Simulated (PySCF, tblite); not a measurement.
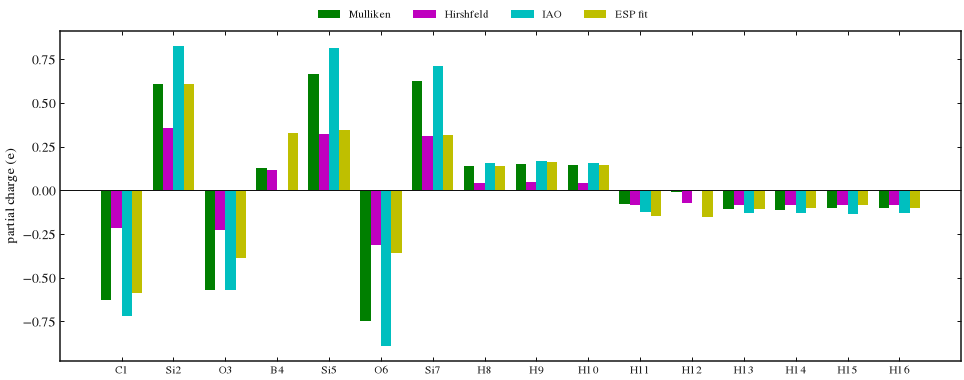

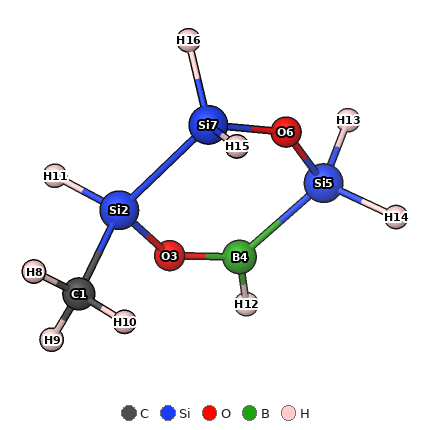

Atomic charges of CH₉BO₂Si₃, SMILES C[Si@@H]1OB[SiH2]O[SiH2]1 by 4 schemes, PBE0/pcSseg-1, PySCF, at a GFN2-xTB geometry (a minimum by its frequencies).

Question: On which atom do the schemes disagree most?

Answer: On O6: Mulliken −0.75, Hirshfeld −0.31, IAO −0.89, ESP fit −0.36 e.

Question: Which atom is the most negative in each scheme?

Answer: Mulliken: O6 (−0.75 e); Hirshfeld: O6 (−0.31 e); IAO: O6 (−0.89 e); ESP fit: C1 (−0.59 e).

Known limits of this run: the tight-binding geometry is rougher than a DFT one and adds to the error; one conformer of a flexible molecule.
